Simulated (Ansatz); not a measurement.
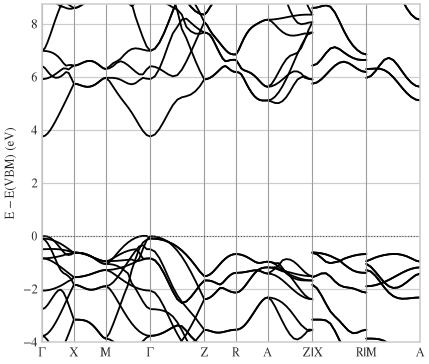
Fig. 1. Band structure from plane-wave PAW PBEsol (Ansatz code)

### Question
Read off the gap and where the band edges lie.

### Answer
About 3.7 eV (3.75 eV by a search for the band edges); maximum on the M–Γ line, 88 % of the way from M, minimum at Γ.

### Question
Pick the material that matches.
A. BaTiO3, P4mm (Ti on 1b, Ba on 1a, O on 1b, O on 2c)
B. AlN, P4_2/mnm (Al on 4g, N on 4f)
C. TiO2, rutile

### Answer
B, AlN, P4_2/mnm (Al on 4g, N on 4f)

The start of the workflow was typed in or built on a structure type; neither database checked (COD, Materials Project) lists it. It is not the phase usual at ambient conditions (space group No. 186, 216). The PBEsol relaxation kept the symmetry of its start; phonons on a q-mesh show no instability.

Potentials: the later of the program's two PAW sets.
